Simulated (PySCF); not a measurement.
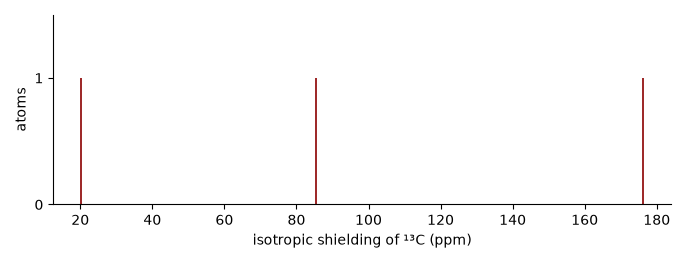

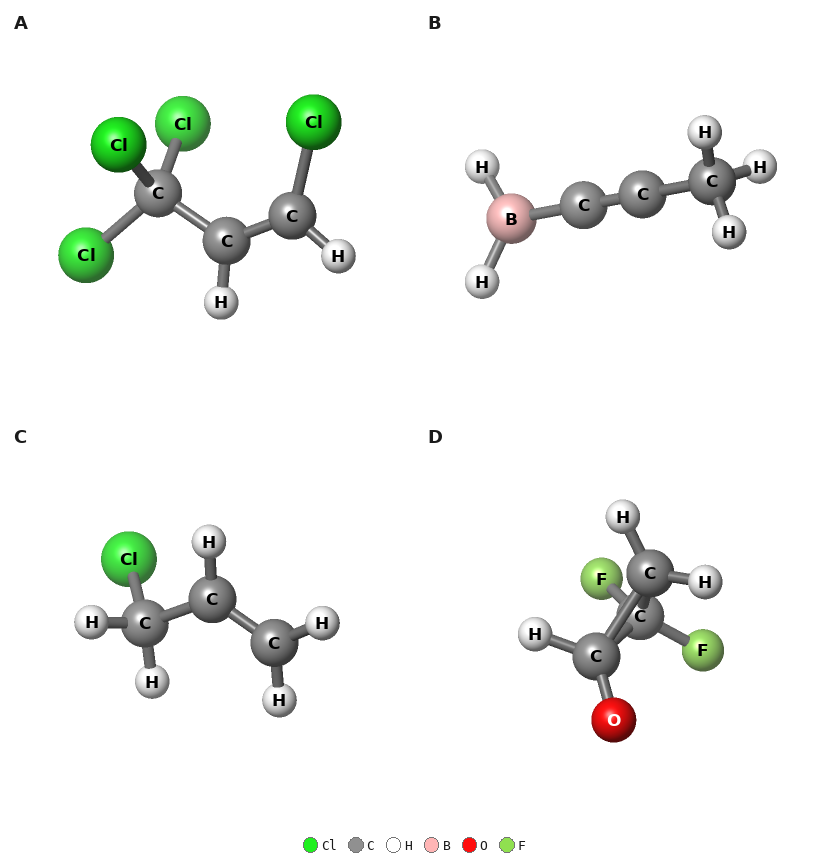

The sticks are computed shieldings of one of the molecules, for one fixed geometry (PBE0-D3(BJ)/def2-SVP) without averaging over rotations. Low shielding means a high chemical shift. Method: GIAO PBE0/pcSseg-1 NMR shielding, non-relativistic, IEF-PCM chloroform (PySCF 2.14.0).

### Match the spectrum to a structure.

B, `BC#CC`. Its 3 C atoms give lines at 20.3, 85.5, 176.1 ppm.
